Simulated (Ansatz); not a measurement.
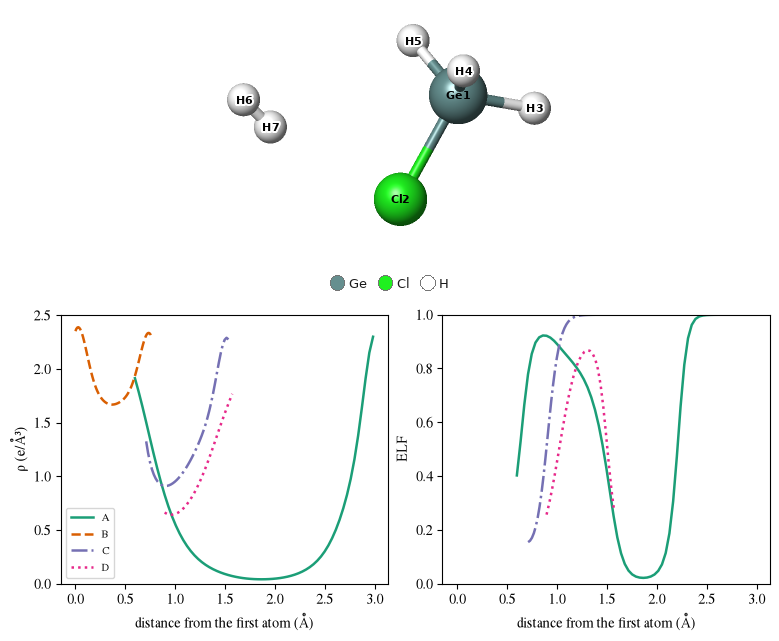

*ClGeH3···H2. Electron density and electron localisation function along straight lines between neighbouring atoms. The curves leave out the atomic cores. The structure is drawn too.*

These are results of Ansatz 0.2.0, RKS PBE0/def2-SVP, not measurements.

```yaml
atoms:
  - { symbol: Ge, position_ang: [0.5492, 0.0000, -0.1607] }
  - { symbol: Cl, position_ang: [0.3598, 0.0000, 1.9989] }
  - { symbol: H, position_ang: [2.0501, 0.0000, -0.4802] }
  - { symbol: H, position_ang: [-0.1383, 1.2698, -0.6780] }
  - { symbol: H, position_ang: [-0.1383, -1.2698, -0.6780] }
  - { symbol: H, position_ang: [-3.3242, 0.0000, 1.4452] }
  - { symbol: H, position_ang: [-2.6093, 0.0000, 1.7108] }
```

**Which curve belongs to which contact (Cl–H, Ge–Cl, Ge–H and H–H)? The first atom named is at distance zero.**

Curve A: Cl2···H7 (2.98 Å): the density falls to about 0.04 e/Å³ on the way; the ELF dips to about 0 between them: a non-bonded, intermolecular contact. Curve B: H–H (0.76 Å): ρ is about 1.7 e/Å³ halfway; the ELF is about 1 at the midpoint. Curve C: Ge–H (1.53 Å): ρ is about 1.1 e/Å³ halfway; the ELF climbs to about 1 towards the hydrogen. Curve D: Ge–Cl (2.17 Å): ρ at the midpoint is about 0.7 e/Å³; the ELF peaks at about 0.85 in the valence shell of Cl, 0.9 Å from its nucleus, and is about 0.65 at the midpoint.
